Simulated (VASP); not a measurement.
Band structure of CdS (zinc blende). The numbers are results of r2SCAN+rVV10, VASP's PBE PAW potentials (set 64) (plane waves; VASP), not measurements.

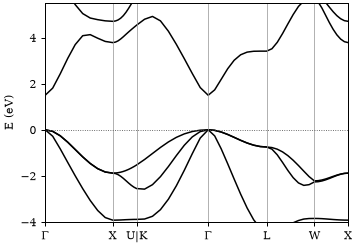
Fig. 1. Bands along high-symmetry lines, zero at the valence-band maximum or, without a gap, the Fermi level

Task: Read the plot: is there a gap, and where are the band edges?

Result: The gap is direct, 1.50 eV, from the valence maximum at Γ to the conduction minimum at Γ.

Measured: gap 2.48 eV at 4 K (computed value off by -0.98 eV), as given by arXiv:1206.3780.

The compound is CdS in the zinc blende structure, a metastable form; wurtzite is the usual one. It was relaxed first.
